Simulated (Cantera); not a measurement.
Charge: 1 mol Mg(OH)2, 0.96 mol CO2, 0.14 mol H2, equilibrated at 6600 Pa.

These are equilibrium values from Cantera (NASA tables, ideal gas, pure condensed phases), not measurements of a reactor. Candidate condensed phases: C, C6H6, C7H8, C8H18, H2O, Mg, MgCO3, MgO, Mg(OH)2; 116 gas species. The numbers say what is thermodynamically allowed, not how fast it happens.

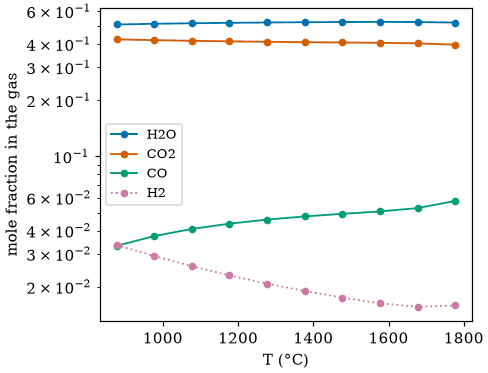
Fig. 1. Equilibrium gas composition (values under 1e-9 drawn at 1e-9)

From 877 °C to 1777 °C the condensed part is MgO(s).
